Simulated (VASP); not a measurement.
Band structure of Te (trig). All values below come from r2SCAN meta-GGA, VASP's PBE PAW potentials (set 64) (plane waves; VASP).

The path is coarsely sampled, so an indirect gap can come out somewhat too large. Unless said otherwise, spin-orbit coupling is left out, though it shifts the bands of the heavy elements here.

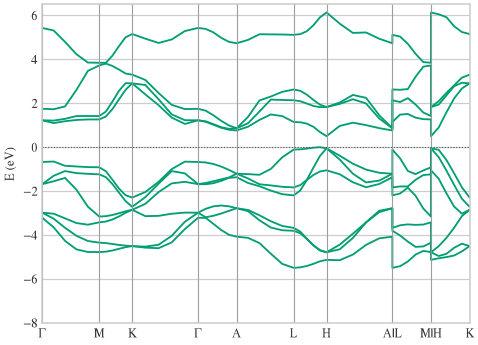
Bands along high-symmetry lines, zero at the valence-band maximum or, without a gap, the Fermi level

Task: Read the plot: is there a gap, and where are the band edges?

Result: The gap is indirect, 0.50 eV, from the valence maximum at L-H at 0.80 to the conduction minimum at H.

The compound is Te in the trig structure. It was relaxed first, which changed the volume by +7 %.
